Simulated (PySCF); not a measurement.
**C5H4FN: electronic excitations and core binding energies**

Wanted: the electronic excitations and core binding energies of C5H4FN (`N#C[C@H]1CC=C1F`), by calculation.

Programs: PySCF 2.14.0, with density-fitted response routines of our own. Each step states its level of theory. These are calculated values for one molecule in the gas phase, unless marked as measured. Atoms are numbered from 0 throughout.

## (1) Starting geometry

11 atoms, charge 0, multiplicity 1; geometry from: GFN2-xTB.

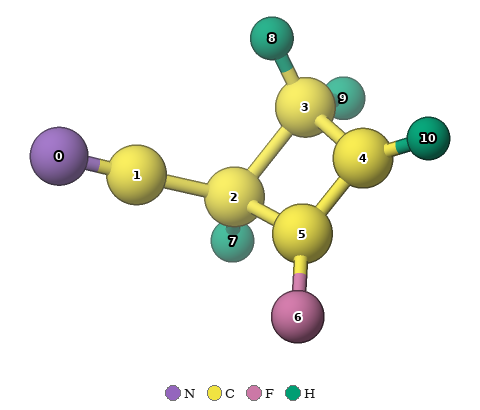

The starting geometry (nitrogen purple, carbon yellow, fluorine pink, hydrogen teal), atoms numbered.

## (2) Ultraviolet spectrum: CAM-B3LYP/def2-SVPD

Job settings and geometry (Å):

```
{"job": {"kind": "uv", "xc": "CAM-B3LYP", "basis": "def2-SVPD", "nstates": 8, "ntriplets": 3}, "charge": 0, "multiplicity": 1}
N      2.872568    -0.408216     0.265602
C      1.821577    -0.181204    -0.121516
C      0.490740     0.093586    -0.587626
C     -0.604398    -0.900301    -0.079951
C     -1.219575     0.275585     0.640272
C     -0.286384     1.112498     0.210127
F     -0.043736     2.411021     0.364774
H      0.503857     0.257497    -1.667848
H     -0.225482    -1.691127     0.565120
H     -1.212910    -1.331153    -0.872469
H     -2.090832     0.364486     1.257552
```

With the program's defaults for keys left out, this is: TDDFT CAM-B3LYP/def2-SVPD, vertical, gas phase, core orbitals frozen in the response.

Launch:

```bash
$ OMP_NUM_THREADS=1 python probes_run.py task.json out
```

This one command runs all jobs of the session in turn.

The log of the run:

```text
coarse grid: 10064 points
cycle   1  E = -346.8993446864  dE =  1.346e+00  |g| = 6.298e-01  |ddm| = 5.386e+00
cycle   2  E = -346.7699984687  dE =  1.293e-01  |g| = 1.041e+00  |ddm| = 1.973e+00
cycle   3  E = -346.9908111827  dE = -2.208e-01  |g| = 9.209e-02  |ddm| = 1.403e+00
cycle   4  E = -346.9918737599  dE = -1.063e-03  |g| = 6.164e-02  |ddm| = 1.700e-01
cycle   5  E = -346.9926112723  dE = -7.375e-04  |g| = 8.924e-03  |ddm| = 8.174e-02
cycle   6  E = -346.9926290994  dE = -1.783e-05  |g| = 2.178e-03  |ddm| = 2.704e-02
cycle   7  E = -346.9926303544  dE = -1.255e-06  |g| = 5.577e-04  |ddm| = 6.234e-03
final grid: 100128 points
cycle   8  E = -347.0538208182  dE = -2.866e-05  |g| = 4.447e-03  |ddm| = 8.266e-02
cycle   9  E = -347.0538188956  dE =  1.923e-06  |g| = 5.696e-03  |ddm| = 1.509e-02
cycle  10  E = -347.0538248287  dE = -5.933e-06  |g| = 5.844e-04  |ddm| = 6.932e-03
cycle  11  E = -347.0538248832  dE = -5.452e-08  |g| = 2.922e-04  |ddm| = 9.858e-04
cycle  12  E = -347.0538248977  dE = -1.445e-08  |g| = 1.180e-04  |ddm| = 4.772e-04
cycle  13  E = -347.0538249007  dE = -2.991e-09  |g| = 1.616e-05  |ddm| = 2.014e-04
cycle  14  E = -347.0538249007  dE = -6.071e-11  |g| = 5.673e-06  |ddm| = 3.751e-05
converged SCF energy = -347.0538249007

Static polarisability (au): isotropic 58.109, principal 47.225 56.448 70.653

Singlet excitations
state   eV       nm        f      main configurations
  1   7.1640    173.1   0.08693   H->L 0.79, H->L+2 0.08
  2   7.3719    168.2   0.07437   H->L+1 0.86
  3   7.4984    165.3   0.04654   H->L+2 0.82
  4   7.6703    161.6   0.00087   H-2->L+5 0.18, H-2->L 0.16, H-1->L+4 0.12
  5   7.9891    155.2   0.02716   H-1->L 0.35, H-2->L+1 0.12, H-1->L+4 0.10
  6   7.9987    155.0   0.00126   H-1->L+1 0.20, H-2->L 0.19, H-2->L+4 0.09
  7   8.1983    151.2   0.01821   H->L+3 0.69, H->L+4 0.14
  8   8.3426    148.6   0.00820   H->L+5 0.50

Triplet excitations (Tamm-Dancoff, eV): 4.4976 6.3824 6.9232
```

It took 40 s on 1 thread of Arm Neoverse N1, shared host; peak memory 0.75 GiB.

Frontier orbitals and where they lie:

| orbital | eV | atoms |
| --- | --- | --- |
| HOMO−3 | -11.98 | N0 76 %, C1 17 % |
| HOMO−2 | -11.01 | N0 40 %, C1 30 %, C3 10 % |
| HOMO−1 | -10.99 | N0 39 %, C1 28 %, C2 11 % |
| HOMO | -9.40 | C4 33 %, C5 29 %, F6 12 % |
| LUMO | 0.83 | C4 26 %, C5 24 %, H7 9 % |
| LUMO+1 | 1.05 | C3 18 %, C4 15 %, H9 12 % |
| LUMO+2 | 1.35 | C5 25 %, F6 14 %, C4 8 % |

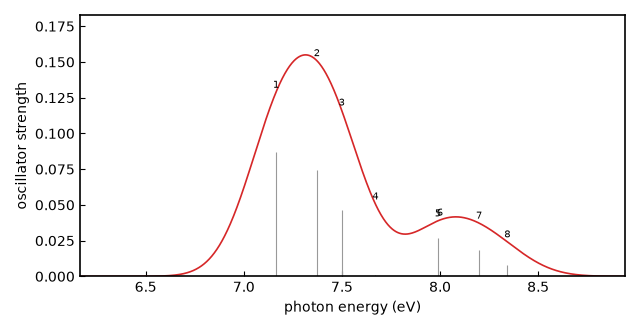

Absorption spectrum from the 8 singlet states computed; above the last one it falls off for lack of states. Lines are broadened to a width of 0.40 eV (Gaussian).

Ground-state properties from the same run:

| property | computed |
| --- | --- |
| dipole moment (D) | 4.40 |
| polarisability (Å³) | 8.61 |
| HOMO–LUMO gap (eV) | 10.23 |
| −ε(HOMO) (eV) | 9.40 |

## (3) X-ray photoelectron lines: SCAN, X2C

Settings changed since step 2:

```diff
@@ -1,2 +1,2 @@
-{"job": {"kind": "uv", "xc": "CAM-B3LYP", "basis": "def2-SVPD", "nstates": 8, "ntriplets": 3}, "charge": 0, "multiplicity": 1}
+{"job": {"kind": "xps"}, "charge": 0, "multiplicity": 1}
 N      2.872568    -0.408216     0.265602
```

Level: delta-SCF UKS SCAN, pcX-2 on the ionised atom, pcseg-1 elsewhere, spin-free X2C.

The log of the run:

```text
ground state, core basis on atom 0 (N), 149 functions
  cycle   1  E = -347.37739383  |g| = 5.87e-01
  cycle   2  E = -347.10615023  |g| = 1.24e+00
  cycle   3  E = -347.43124937  |g| = 3.08e-01
  cycle   4  E = -347.45203405  |g| = 6.90e-02
  cycle   5  E = -347.45272919  |g| = 3.63e-02
  cycle   6  E = -347.45303187  |g| = 1.17e-02
  cycle   7  E = -347.45305531  |g| = 6.14e-03
  cycle   8  E = -347.45306213  |g| = 1.80e-03
  cycle   9  E = -347.45306381  |g| = 4.41e-04
  E(ground) = -347.45986807 Eh
hole in N 1s of atom 0
  cycle   1  E = -331.86264375  |g| = 1.84e+00
  cycle   2  E = -328.85294221  |g| = 2.72e+00
  cycle   3  E = -332.11857657  |g| = 8.79e-01
  cycle   4  E = -332.43814072  |g| = 5.59e-01
  cycle   5  E = -332.52248481  |g| = 3.24e-01
  cycle   6  E = -332.56183674  |g| = 6.25e-02
  cycle   7  E = -332.56373387  |g| = 3.20e-02
  cycle   8  E = -332.56421572  |g| = 1.54e-02
  cycle   9  E = -332.56437773  |g| = 8.11e-03
  cycle  10  E = -332.56442236  |g| = 5.16e-03
  cycle  11  E = -332.56445150  |g| = 2.05e-03
  cycle  12  E = -332.56445662  |g| = 9.75e-04
  cycle  13  E = -332.56445682  |g| = 3.92e-04
  E(ion) = -332.57141185 Eh   <S^2> = 0.8037   hole on atom = 1.000   binding energy = 405.136 eV
ground state, core basis on atom 1 (C), 149 functions
  cycle   1  E = -347.44336987  |g| = 5.84e-02
  cycle   2  E = -347.44299768  |g| = 4.53e-02
  cycle   3  E = -347.44261382  |g| = 6.11e-02
  cycle   4  E = -347.44343685  |g| = 8.48e-03
  cycle   5  E = -347.44345327  |g| = 1.36e-03
  cycle   6  E = -347.44345403  |g| = 3.70e-04
  E(ground) = -347.45401030 Eh
hole in C 1s of atom 1
  cycle   1  E = -336.15810212  |g| = 1.51e+00
  cycle   2  E = -333.42898644  |g| = 2.50e+00
  cycle   3  E = -336.27850251  |g| = 8.51e-01
  cycle   4  E = -336.44660660  |g| = 7.89e-01
  cycle   5  E = -336.66832915  |g| = 2.67e-01
  cycle   6  E = -336.69569146  |g| = 9.66e-02
  cycle   7  E = -336.69986278  |g| = 3.35e-02
  cycle   8  E = -336.70034115  |g| = 1.21e-02
  cycle   9  E = -336.70043947  |g| = 7.26e-03
  cycle  10  E = -336.70048769  |g| = 4.65e-03
  cycle  11  E = -336.70052025  |g| = 3.48e-03
  cycle  12  E = -336.70053983  |g| = 1.26e-03
  cycle  13  E = -336.70054369  |g| = 6.27e-04
  cycle  14  E = -336.70054408  |g| = 2.92e-04
  E(ion) = -336.70936300 Eh   <S^2> = 0.8090   hole on atom = 1.000   binding energy = 292.377 eV
ground state, core basis on atom 2 (C), 149 functions
  cycle   1  E = -347.44123402  |g| = 6.32e-02
  cycle   2  E = -347.44016829  |g| = 7.42e-02
  cycle   3  E = -347.44067771  |g| = 5.74e-02
  cycle   4  E = -347.44141334  |g| = 8.83e-03
  cycle   5  E = -347.44143313  |g| = 1.26e-03
  cycle   6  E = -347.44143387  |g| = 5.67e-04
  cycle   7  E = -347.44143283  |g| = 1.37e-04
  E(ground) = -347.44969977 Eh
hole in C 1s of atom 2
  cycle   1  E = -336.11678080  |g| = 1.52e+00
  cycle   2  E = -334.63929435  |g| = 2.35e+00
  cycle   3  E = -336.31924501  |g| = 8.97e-01
  cycle   4  E = -336.52082005  |g| = 5.89e-01
  cycle   5  E = -336.67384174  |g| = 1.43e-01
  cycle   6  E = -336.68000483  |g| = 6.95e-02
  cycle   7  E = -336.68168275  |g| = 1.21e-02
  cycle   8  E = -336.68175980  |g| = 6.46e-03
  cycle   9  E = -336.68178633  |g| = 4.51e-03
  cycle  10  E = -336.68180087  |g| = 2.62e-03
  cycle  11  E = -336.68181342  |g| = 1.35e-03
  cycle  12  E = -336.68181938  |g| = 8.32e-04
  cycle  13  E = -336.68182172  |g| = 5.78e-04
  cycle  14  E = -336.68182389  |g| = 3.49e-04
  E(ion) = -336.68949699 Eh   <S^2> = 0.7740   hole on atom = 1.000   binding energy = 292.800 eV
ground state, core basis on atom 3 (C), 149 functions
  cycle   1  E = -347.44021124  |g| = 5.80e-02
  cycle   2  E = -347.44013930  |g| = 2.43e-02
  cycle   3  E = -347.44006354  |g| = 2.94e-02
  cycle   4  E = -347.44026863  |g| = 8.28e-03
  cycle   5  E = -347.44028721  |g| = 8.54e-04
  cycle   6  E = -347.44028557  |g| = 5.64e-04
  cycle   7  E = -347.44028576  |g| = 1.13e-04
  E(ground) = -347.44854668 Eh
hole in C 1s of atom 3
  cycle   1  E = -336.14735070  |g| = 1.51e+00
  cycle   2  E = -335.11419439  |g| = 2.04e+00
  cycle   3  E = -336.55219672  |g| = 6.05e-01
  cycle   4  E = -336.54342627  |g| = 6.10e-01
  cycle   5  E = -336.70622816  |g| = 1.46e-01
  cycle   6  E = -336.71284644  |g| = 8.43e-02
  cycle   7  E = -336.71599335  |g| = 1.45e-02
  cycle   8  E = -336.71610123  |g| = 5.97e-03
  cycle   9  E = -336.71612088  |g| = 3.41e-03
  cycle  10  E = -336.71612853  |g| = 1.73e-03
  cycle  11  E = -336.71613211  |g| = 8.95e-04
  cycle  12  E = -336.71613461  |g| = 4.74e-04
  E(ion) = -336.72348163 Eh   <S^2> = 0.7713   hole on atom = 1.000   binding energy = 291.844 eV
ground state, core basis on atom 4 (C), 149 functions
  cycle   1  E = -347.44200639  |g| = 6.00e-02
  cycle   2  E = -347.44167639  |g| = 4.31e-02
  cycle   3  E = -347.44163764  |g| = 4.48e-02
  cycle   4  E = -347.44209282  |g| = 1.45e-02
  cycle   5  E = -347.44214060  |g| = 3.38e-03
  cycle   6  E = -347.44214318  |g| = 3.03e-04
  E(ground) = -347.45086558 Eh
hole in C 1s of atom 4
  cycle   1  E = -336.16571451  |g| = 1.51e+00
  cycle   2  E = -334.92097542  |g| = 2.13e+00
  cycle   3  E = -336.53803473  |g| = 6.72e-01
  cycle   4  E = -336.54878110  |g| = 6.55e-01
  cycle   5  E = -336.72386655  |g| = 1.99e-01
  cycle   6  E = -336.73961983  |g| = 8.55e-02
  cycle   7  E = -336.74219539  |g| = 1.80e-02
  cycle   8  E = -336.74237076  |g| = 7.18e-03
  cycle   9  E = -336.74242200  |g| = 3.89e-03
  cycle  10  E = -336.74244342  |g| = 2.35e-03
  cycle  11  E = -336.74245254  |g| = 1.56e-03
  cycle  12  E = -336.74245345  |g| = 5.56e-04
  cycle  13  E = -336.74245499  |g| = 1.97e-04
  E(ion) = -336.75061590 Eh   <S^2> = 0.7921   hole on atom = 1.000   binding energy = 291.169 eV
ground state, core basis on atom 5 (C), 149 functions
  cycle   1  E = -347.44662648  |g| = 5.96e-02
  cycle   2  E = -347.44636943  |g| = 3.91e-02
  cycle   3  E = -347.44625885  |g| = 4.47e-02
  cycle   4  E = -347.44672514  |g| = 6.69e-03
  cycle   5  E = -347.44673522  |g| = 1.59e-03
  cycle   6  E = -347.44673584  |g| = 7.94e-04
  cycle   7  E = -347.44673606  |g| = 1.94e-04
  E(ground) = -347.45500766 Eh
hole in C 1s of atom 5
  cycle   1  E = -336.08638909  |g| = 1.52e+00
  cycle   2  E = -330.98652440  |g| = 3.13e+00
  cycle   3  E = -335.67650989  |g| = 1.47e+00
  cycle   4  E = -336.56425519  |g| = 4.92e-01
  cycle   5  E = -336.63719378  |g| = 2.24e-01
  cycle   6  E = -336.65757000  |g| = 9.45e-02
  cycle   7  E = -336.66137389  |g| = 2.81e-02
  cycle   8  E = -336.66156519  |g| = 1.94e-02
  cycle   9  E = -336.66175642  |g| = 6.36e-03
  cycle  10  E = -336.66181304  |g| = 4.07e-03
  cycle  11  E = -336.66185200  |g| = 2.55e-03
  cycle  12  E = -336.66186551  |g| = 1.30e-03
  cycle  13  E = -336.66186896  |g| = 4.99e-04
  E(ion) = -336.66986781 Eh   <S^2> = 0.8125   hole on atom = 1.000   binding energy = 293.479 eV
ground state, core basis on atom 6 (F), 149 functions
  cycle   1  E = -347.48448339  |g| = 1.20e-01
  cycle   2  E = -347.48313940  |g| = 9.62e-02
  cycle   3  E = -347.48335868  |g| = 8.56e-02
  cycle   4  E = -347.48475572  |g| = 1.83e-02
  cycle   5  E = -347.48483185  |g| = 3.04e-03
  cycle   6  E = -347.48483496  |g| = 8.78e-04
  cycle   7  E = -347.48483467  |g| = 2.61e-04
  E(ground) = -347.49480940 Eh
hole in F 1s of atom 6
  cycle   1  E = -321.08558363  |g| = 2.58e+00
  cycle   2  E = -320.27948908  |g| = 2.47e+00
  cycle   3  E = -321.47226255  |g| = 9.60e-01
  cycle   4  E = -321.75200444  |g| = 6.92e-01
  cycle   5  E = -321.95200335  |g| = 2.71e-01
  cycle   6  E = -321.97886478  |g| = 1.30e-01
  cycle   7  E = -321.98621044  |g| = 3.81e-02
  cycle   8  E = -321.98698934  |g| = 6.81e-03
  cycle   9  E = -321.98701167  |g| = 2.77e-03
  cycle  10  E = -321.98701726  |g| = 1.06e-03
  cycle  11  E = -321.98701923  |g| = 7.95e-04
  cycle  12  E = -321.98702155  |g| = 6.57e-04
  cycle  13  E = -321.98702532  |g| = 3.86e-04
  E(ion) = -322.00241612 Eh   <S^2> = 0.7585   hole on atom = 1.000   binding energy = 693.683 eV
```

Wall time 1.9 min (1 thread of Arm Neoverse N1, shared host); peak memory 0.63 GiB.

The holes in one table. −ε is the ground-state orbital energy:

| hole | stands for | environment | ΔSCF (eV) | −ε (eV) | ⟨S²⟩ |
| --- | --- | --- | --- | --- | --- |
| N1s on N0 | N0 | nitrile nitrogen | 405.14 | 386.1 | 0.804 |
| C1s on C1 | C1 | nitrile carbon | 292.38 | 274.7 | 0.809 |
| C1s on C2 | C2 | allylic sp3 CH | 292.80 | 275.8 | 0.774 |
| C1s on C3 | C3 | allylic sp3 CH2 | 291.84 | 274.9 | 0.771 |
| C1s on C4 | C4 | alkene CH | 291.17 | 274.5 | 0.792 |
| C1s on C5 | C5 | fully substituted alkene carbon | 293.48 | 276.8 | 0.812 |
| F1s on F6 | F6 | vinylic fluorine | 693.68 | 668.0 | 0.758 |

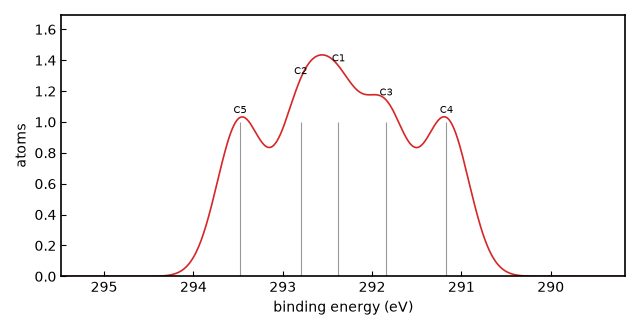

The C1s photoelectron lines, weighted by the number of atoms. Lines are broadened to a width of 0.60 eV (Gaussian).

## (4) Results

| quantity | value |
| --- | --- |
| lowest singlet (CAM-B3LYP/def2-SVPD) | 7.16 eV (173 nm), f = 0.087 |
| lowest triplet | 4.50 eV |
| C1s binding energies, SCAN/pcX-2 | C5 293.48, C2 292.80, C1 292.38, C3 291.84, C4 291.17 eV |
| N1s binding energies, SCAN/pcX-2 | N0 405.14 eV |
| F1s binding energies, SCAN/pcX-2 | F6 693.68 eV |

The lowest singlet, at 7.16 eV, is HOMO→LUMO 0.79, HOMO→LUMO+2 0.08 and is bright. The lowest triplet lies 2.67 eV below the lowest singlet (triplets in Tamm-Dancoff, singlets in full TDDFT). The C1s levels kept as sound span 2.31 eV, from C4 (alkene CH) up to C5 (fully substituted alkene carbon).
